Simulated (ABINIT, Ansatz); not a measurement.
# AgC (Fm-3m): zone-centre phonons, part 2 of 2

Aim: the zone-centre modes of AgC (Fm-3m).

ABINIT 10.8.3; DFT LDA, scalar-relativistic, plane waves, JTH PAW pseudopotentials.

So far. Step 2 (Relaxation): The volume changes by +0.6 % from the cell with which this run began. Step 4 (Zone-centre response): The acoustic modes at Γ come out as far as 6.0 cm⁻¹ from zero, where they should vanish, a small numerical error. The relaxed cell has a = 4.531 Å (conventional setting).

The structure was built from a prototype and need not be the compound's stable phase.

## 5. Modes with the sum rule

anaddb reads the merged derivatives and imposes the acoustic sum rule.

File anaddb.abi:

```
ddb_filepath "gamma_DDB"
output_file "anaddb.abo"
outdata_prefix "anaddb"
asr 1
chneut 1
enunit 2
eivec 1
nph1l 1
qph1l 0.0 0.0 0.0 1.0
```

File mrgddb.in:

```
gamma_DDB
merged
1
dfpt_gammao_DDB
```

Started as:

```console
$ mrgddb < mrgddb.in > mrgddb.log
$ OMP_NUM_THREADS=1 anaddb anaddb.abi > anaddb.log
```

Numbers of over 12 decimals in the logs are rounded to 6 here.

anaddb.abo, the main output file:

```text
-outvars_anaddb: echo values of input variables ----------------------

 Miscellaneous information :
      enunit         2
       eivec         1
         asr         1
 First list of wavevector (reduced coord.) :
       nph1l         1
       qph1l
                     0.00000000E+00  0.00000000E+00  0.00000000E+00    1.000E+00

================================================================================

 read the DDB information and perform some checks

  ==== Info on the Cryst% object ====
 Real(R)+Recip(G) space primitive vectors, cartesian coordinates (Bohr,Bohr^-1):
 R(1)= -4.2812417  0.0000000  4.2812417  G(1)= -0.1167885 -0.1167885  0.1167885
 R(2)=  0.0000000  4.2812417  4.2812417  G(2)=  0.1167885  0.1167885  0.1167885
 R(3)= -4.2812417  4.2812417  0.0000000  G(3)= -0.1167885  0.1167885 -0.1167885
 Unit cell volume ucvol=  1.5694202E+02 bohr^3
 Angles (23,13,12)=  6.00000000E+01  6.00000000E+01  6.00000000E+01 degrees
 Time-reversal symmetry is present
 Reduced atomic positions [iatom, xred, symbol]:
    1)    0.0000000  0.0000000  0.0000000  Ag
    2)    0.5000000  0.5000000  0.5000000   C

 DDB file with 1 blocks has been read.

================================================================================

 Treat the first list of vectors

  Phonon wavevector (reduced coordinates) :  0.00000  0.00000  0.00000
 Phonon energies in Hartree :
   0.000000E+00  0.000000E+00  0.000000E+00  1.126968E-03  1.126968E-03
   1.126968E-03
 Phonon energies in meV     :
-  0.000000E+00  0.000000E+00  0.000000E+00  3.066635E+01  3.066635E+01
-  3.066635E+01
 Phonon frequencies in cm-1    :
-  0.000000E+00  0.000000E+00  0.000000E+00  2.473408E+02  2.473408E+02
-  2.473408E+02
 Phonon frequencies in Thz     :
-  0.000000E+00  0.000000E+00  0.000000E+00  7.415090E+00  7.415090E+00
-  7.415090E+00
 Phonon energies in Kelvin  :
-  0.000000E+00  0.000000E+00  0.000000E+00  3.558682E+02  3.558682E+02
-  3.558682E+02

 Eigendisplacements
 (will be given, for each mode : in cartesian coordinates
   for each atom the real part of the displacement vector,
   then the imaginary part of the displacement vector - absolute values smaller than 1.0d-7 are set to zero)
  Mode number    1   Energy    0.000000E+00
 Attention : low frequency mode.
   (Could be unstable or acoustic mode)
-  1  0.00000000E+00  0.00000000E+00  2.13918256E-03
-     0.00000000E+00  0.00000000E+00  0.00000000E+00
-  2  0.00000000E+00  0.00000000E+00  2.13919151E-03
-     0.00000000E+00  0.00000000E+00  0.00000000E+00
  Mode number    2   Energy    0.000000E+00
 Attention : low frequency mode.
   (Could be unstable or acoustic mode)
-  1  0.00000000E+00  2.13918256E-03  0.00000000E+00
-     0.00000000E+00  0.00000000E+00  0.00000000E+00
-  2  0.00000000E+00  2.13919151E-03  0.00000000E+00
-     0.00000000E+00  0.00000000E+00  0.00000000E+00
  Mode number    3   Energy    0.000000E+00
 Attention : low frequency mode.
   (Could be unstable or acoustic mode)
-  1  2.13918256E-03  0.00000000E+00  0.00000000E+00
-     0.00000000E+00  0.00000000E+00  0.00000000E+00
-  2  2.13919151E-03  0.00000000E+00  0.00000000E+00
-     0.00000000E+00  0.00000000E+00  0.00000000E+00
  Mode number    4   Energy    1.126968E-03
-  1  0.00000000E+00  0.00000000E+00 -7.13826278E-04
-     0.00000000E+00  0.00000000E+00  0.00000000E+00
-  2  0.00000000E+00  6.73796661E-07  6.41069299E-03
-     0.00000000E+00  0.00000000E+00  0.00000000E+00
  Mode number    5   Energy    1.126968E-03
-  1  0.00000000E+00  7.13826277E-04  0.00000000E+00
-     0.00000000E+00  0.00000000E+00  0.00000000E+00
-  2 -1.09313700E-07 -6.41069299E-03  6.73795662E-07
-     0.00000000E+00  0.00000000E+00  0.00000000E+00
  Mode number    6   Energy    1.126968E-03
-  1  7.13826281E-04  0.00000000E+00  0.00000000E+00
-     0.00000000E+00  0.00000000E+00  0.00000000E+00
-  2 -6.41069303E-03  1.09307539E-07  0.00000000E+00
-     0.00000000E+00  0.00000000E+00  0.00000000E+00

 Analysis of degeneracies and characters (maximum tolerance=1.00E-06 a.u.)
 For each vibration mode, or group of modes if degenerate,
 the characters are given for each symmetry operation (see the list in the log file).
 Symmetry characters of vibration mode #   1
       degenerate with vibration modes #   2 to    3
  3.0 -3.0 -1.0  1.0 -1.0  1.0 -1.0  1.0  1.0 -1.0 -1.0  1.0  1.0 -1.0 -1.0  1.0
  0.0 -0.0  0.0 -0.0 -0.0  0.0  0.0 -0.0  1.0 -1.0 -1.0  1.0 -1.0  1.0  1.0 -1.0
 -0.0  0.0 -0.0  0.0  0.0 -0.0  0.0 -0.0  1.0 -1.0  1.0 -1.0 -1.0  1.0 -1.0  1.0
 Symmetry characters of vibration mode #   4
       degenerate with vibration modes #   5 to    6
  3.0 -3.0 -1.0  1.0 -1.0  1.0 -1.0  1.0  1.0 -1.0 -1.0  1.0  1.0 -1.0 -1.0  1.0
 -0.0  0.0  0.0 -0.0 -0.0  0.0  0.0 -0.0  1.0 -1.0 -1.0  1.0 -1.0  1.0  1.0 -1.0
 -0.0  0.0 -0.0  0.0  0.0 -0.0  0.0 -0.0  1.0 -1.0  1.0 -1.0 -1.0  1.0 -1.0  1.0
-
```

The job ended after 0.5 s (1 thread of Arm Neoverse V1, shared host).

Numbers from this step:

- highest optical zone-centre mode (no LO-TO term): 247.3 cm⁻¹
- lowest optical zone-centre mode: 247.3 cm⁻¹

No LO-TO term; unit eigenvectors of the mass-weighted matrix, from anaddb's displacements. Modes at Γ, with each element's share of the kinetic energy:

```
mode  frequency (cm⁻¹)  symmetry  Ag %  C %
   1               0.0  acoustic    90   10
   2               0.0  acoustic    90   10
   3               0.0  acoustic    90   10
   4             247.3       T1u    10   90
   5             247.3       T1u    10   90
   6             247.3       T1u    10   90
```

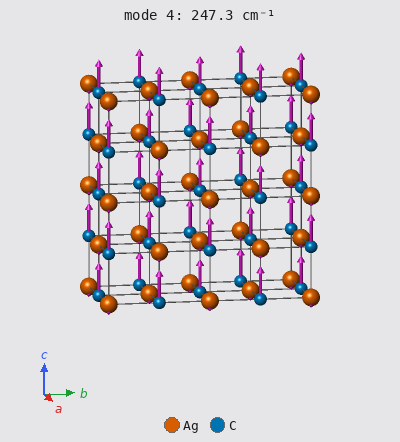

Displacement patterns of mode 4 at Γ; arrows are exaggerated. 1×2×2 conventional cells are drawn. Some periodic images of atoms are drawn too.

The rule also moves an optical mode by 0.7 cm⁻¹.

## 6. A second program

The same cell goes through another code, with its own cutoff. The potentials differ.

This step: DFT LDA, scalar-relativistic, plane waves, PAW (Ansatz 0.2.0).

File input.yaml:

```yaml
crystal:
  lattice:
    - [-2.265535535, 0.0, 2.265535535]
    - [0.0, 2.265535535, 2.265535535]
    - [-2.265535535, 2.265535535, 0.0]
  atoms:
    - { symbol: Ag, position: [0.0, 0.0, 0.0] }
    - { symbol: C, position: [0.5, 0.5, 0.5] }
kpoints:
  mp_grid: { grid: [12, 12, 12] }
hamiltonian:
  xc: lda
scf:
  occupations: { method: fermi_dirac, width: 0.27211 }
output:
  eigenvalues: true
phonons:
  method: dfpt
```

Started as:

```console
$ ansatz run input.yaml --threads 4 --pin off --max-ram 8192MiB --backend cpu --events-out ev --progress --plain --runs-dir out
```

The log of the run:

```text
band count auto-derived: 17 (N_el = 23.0; filled up to band 12; 16 by the electrons, moments and atoms)
Engine: ansatz 0.2.0, aarch64-unknown-linux-gnu
Pseudopotentials: kind: paw
Pseudopotential: Ag, paw, valence charge 19, recommended cutoff 420 eV (normal), Ag.paw.azcp
Pseudopotential: C, paw, valence charge 4, recommended cutoff 420 eV (normal), C.paw.azcp
Functional definition: SPW92
  exchange = slater_x
  correlation = pw_c
Crystal: 2 atoms, lattice volume = 23.256 Å³
Basis set: ecut = 420 eV, 459 PW (Γ), exchange–correlation on 48×48×48 points (8 copies of the dense FFT grid, shifted against one another)
Bands: 17, of which v1, the nominal top of the filled ones, is band 12 counted from 1 (11 counted from 0)
Symmetry: 48 space group operations
k-points: 163 of 1728 (irreducible under 8 space group operations, time reversal used)
Non-local potential: Ag, projectors of the file, l = 0: 3, l = 1: 2, l = 2: 2, l = 3: 1
Non-local potential: C, projectors of the file, l = 0: 2, l = 1: 2, l = 2: 1
PAW form: soft (Blöchl's): semilocal exchange-correlation on the pseudo side does not see the compensation charge
PAW frozen core: Ag, regenerated for the run's functional, and the local potential with it (the file was generated under x = pbe(κ = 0.804, μ = 0.219515), c = pbe(β = 0.066725))
PAW frozen core: C, regenerated for the run's functional, and the local potential with it (the file was generated under x = pbe(κ = 0.804, μ = 0.219515), c = pbe(β = 0.066725))
PAW one-centre angular grid: Ag, 590 points (default); XC on 64 Gauss nodes
PAW one-centre angular grid: C, 110 points (default); XC on 64 Gauss nodes
Initial density: superposition of atomic densities (neutral atoms: chi_scale 0, normalization atom), corrected by the library's trained network
Initial wavefunctions: pseudopotential atomic-orbital guess
Functional: x = slater, c = lda
SCF iter   1: F=—  HF=-7696.909858 eV  |F-HF|=—  |Δ(HF+E_count)|=         —  Δρ=1.28e-2  dr2=3.24e-2  ethr=1.77e-3  ⟨swp⟩=4.6  Hψ=11650  notcnv=0
preconditioner: auto → none  [metal: Δε(μ)=0.045 eV  Ē_g=13.931 eV  σ=0.272 eV  W_gap=0.04  n_scr=8 (ndim 8)  ℏωp=29.8 eV  f_vac=0.000  D(μ)=1.09/eV (n_scr^D=14)  sad-step TF]
SCF iter   2: F=—  HF=-7696.904434 eV  |F-HF|=—  |Δ(HF+E_count)|=   5.42e-3  Δρ=6.36e-3  dr2=8.45e-3  ethr=1.41e-4  ⟨swp⟩=1.0  Hψ=4075  notcnv=0
SCF iter   3: F=—  HF=-7696.902514 eV  |F-HF|=—  |Δ(HF+E_count)|=   1.92e-3  Δρ=7.76e-4  dr2=1.33e-4  ethr=3.68e-5  ⟨swp⟩=2.2  Hψ=3745  notcnv=0
SCF iter   4: F=—  HF=-7696.902482 eV  |F-HF|=—  |Δ(HF+E_count)|=   3.19e-5  Δρ=7.81e-5  dr2=6.62e-7  ethr=5.77e-7  ⟨swp⟩=2.2  Hψ=3907  notcnv=0
SCF iter   5: F=—  HF=-7696.902476 eV  |F-HF|=—  |Δ(HF+E_count)|=   6.56e-6  Δρ=3.81e-6  dr2=2.03e-9  ethr=2.88e-9  ⟨swp⟩=2.7  Hψ=4925  notcnv=0
SCF iter   6: F=-7696.902476 eV  HF=-7696.902476 eV  |F-HF|=5.46e-12  |Δ(HF+E_count)|=  1.38e-10  Δρ=1.82e-7  dr2=5.15e-12  ethr=1.00e-12  ⟨swp⟩=4.1  Hψ=13358  notcnv=0
SCF 1 converged in 6 iterations: F = -7696.902476 eV  dr2 = 5.15e-12
  greatest PAW one-centre occupation: 1.003 electrons in one spin orbital (limit 2), on the Ag atom at site 0 (counted from 0), in its partial waves of l = 0
DFPT response loops at Γ: preconditioner auto → Kerker (q_TF=auto, 2.723 Å⁻¹) (partly filled bands, converged f_vac=0.000); β = 1.00, the filter's whole step (`scf.mixing.beta` (0.50) is not read by the response loops under this deck's `scf.mixing.preconditioner`; to damp them name `kerker` or `kerker_dos`, under which they read `scf.mixing.beta`, and type it under 1.00, their step now; both keys bind the ground state too); Broyden in place of MSR1
SCF converged after 6 iterations
Free energy (F): -7696.902476 eV
Harris-Foulkes:  -7696.902476 eV  (|F-HF|=5.46e-12)
Internal energy: -7696.639929 eV  (E = F + TS)
E sigma→0 (E₀):  -7696.771203 eV
Entropy (-TS):   -0.262547 eV (-131.273 meV/atom)
Fermi energy:    15.672254 eV
--- Per-component energies (eV) ---
  E_band       = -241.675087
  E_kinetic    = 608.387058
  E_local      = -2385.732136  (includes V_loc(G=0)·N_el)
  E_nonlocal   = 113.500416
  E_hartree    = 1064.838289
  E_xc         = -230.408403
  E_vxc        = -292.620017  (∫ρ·V_xc dr)
  E_paw        = -3858.257246  (= ΣΔE_a)
  E_vpaw       = -414.887380  (= ΣTr[D̂ρ^β])
  E_aug_tail   = 0.000273  (compensation charges beyond the density's cutoff)
  E_ewald      = -3009.755821
  E_core_change = 0.787640  (= ΣΔE_core)
  E_smearing   = -0.262547  (= −TS)
  E_closure    = 0.000000  (closes the sum)
  Σ components = -7696.902476   (vs F -7696.902476, Δ=0.00e0)
--- Band table (eV; the first three rows and the last of 163) ---
  k-point 0: bands = [... 8 lower, 10.6120, 10.6120, 16.1595, 16.1595, 16.1595, 22.2636, 29.0475, 32.8125, ... 1 higher]
  k-point 1: bands = [... 8 lower, 10.5248, 10.5248, 15.8343, 16.3779, 16.3779, 22.5989, 28.7236, 32.4733, ... 1 higher]
  k-point 2: bands = [... 8 lower, 10.6041, 10.6041, 15.0956, 16.9397, 16.9397, 23.3044, 27.7786, 31.3608, ... 1 higher]
  k-point 162: bands = [... 8 lower, 11.6392, 11.6392, 14.1695, 14.2813, 14.2813, 21.1453, 27.2022, 28.1776, ... 1 higher]
--- Phonons (Γ-DFPT): 2 representative perturbations + reference, on 163 of 1728 k-points (Σ response iterations 7) ---
  k mesh reduced under 8 symmetry operations, with k and −k counted as one. Each operation leaves every solved perturbation unchanged. A smaller set is not used because it would not reduce the number of displacements times k-points to solve
  ASR residual: 8.641e-4 → 0.000e0 eV/Å²; symmetrization residual: 7.231e-7 eV/Å²
  ASR residual per site (eV/Å²): 8.31e-4 8.64e-4
  Γ frequencies (cm⁻¹): 0.00 0.00 0.00 243.63 243.63 243.63
  non-analytic LO–TO correction: not included (Born effective charges unavailable; polar crystals: no LO–TO splitting at Γ)
```

It took 5.4 s on 4 threads; peak memory 0.43 GiB; 19 s of CPU time.

Numbers from this step:

```yaml
sum_rule_residual_before_enforcement: 8.64e-4 eV/Å²
highest_optical_zone_centre_mode_no_lo_to_term: 243.6 cm⁻¹
lowest_optical_zone_centre_mode: 243.6 cm⁻¹
```

## 7. Side by side: ABINIT JTH and Ansatz, PAW

Worked out from the results:

```yaml
root_mean_square_difference: 3.7 cm⁻¹
largest_difference: 3.7 cm⁻¹
```

Optical modes, paired by symmetry label. Frequencies side by side, by row:

```
q (reciprocal lattice)  mode  ABINIT JTH (cm⁻¹)  Ansatz, PAW (cm⁻¹)
                 0 0 0     4              247.3               243.6
                 0 0 0     5              247.3               243.6
                 0 0 0     6              247.3               243.6
```

At the zone centre the largest difference (acoustic modes at Γ apart) is 1 % of the highest mode.

## 8. Results

```json
{
 "space group after relaxation": "Fm-3m",
 "volume per atom": "11.6 Å³",
 "highest optical zone-centre mode (no LO-TO term)": "247.3 cm⁻¹",
 "imaginary optical modes at the zone centre (no q mesh in this session)": "none",
 "largest difference from Ansatz, PAW": "3.7 cm⁻¹"
}
```

**Reading.** At the LDA level the optical modes of AgC (Fm-3m) at the zone centre lie at 247 cm⁻¹. ABINIT JTH and Ansatz, PAW differ by 3.7 cm⁻¹ in the root mean square and by 3.7 cm⁻¹ at most, 1.5 % of the highest mode compared (acoustic modes at Γ left out); the two use different potentials, and the cell was not relaxed for the second set. These are harmonic frequencies: anharmonic shifts and widths and the lattice's thermal expansion are left out. The Fermi-Dirac smearing of 0.01 Ha is an electronic temperature of 3158 K, which adds a pressure of its own and can shift the volume and soft modes. In a metal the frequencies hang on the k mesh and the smearing, most of all near Kohn anomalies. The runs are without spin polarisation, although the cell has an odd electron count or an open d or f shell, so a magnetic state was not tested. The structure is a hypothetical one, built on a prototype.

[Host names and launcher messages were left out of these logs when they were recorded.]

[Logs are printed without paths, hosts, clocks, repeated set-up lines and the standing remarks that a program may print on its own settings, such as how far it seeks lower states.]

[Hosts, paths, dates, database ids (printed as entryN), source tags and the programs' standing remarks are cut or masked in the printed files.]
